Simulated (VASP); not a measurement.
Band structure of GaP (relaxed from the layered h-BN type structure, space group P6_3/mmc). These are PBE GGA, VASP's PBE PAW potentials (set 64) (plane waves; VASP) values and carry that method's errors.

Without a dispersion term in the relaxation, distances and binding between the weakly bound layers, chains or molecules are unreliable, and so is what depends on them.

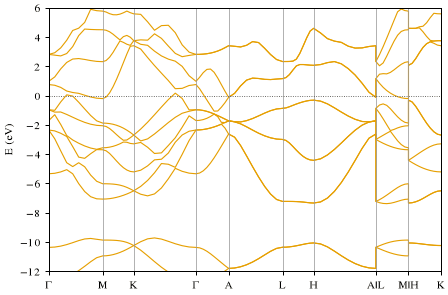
Figure. Bands along high-symmetry lines, zero at the valence-band maximum or, without a gap, the Fermi level

Read the plot: is there a gap, and where are the band edges?

It has no gap at this level: it comes out as a metal or semimetal. (Edges off the drawn lines would not show.)

The structure was generated: GaP was put into the layered h-BN type type (P6_3/mmc), which need not be its known phase. It was relaxed first, which changed the volume by -34 %.
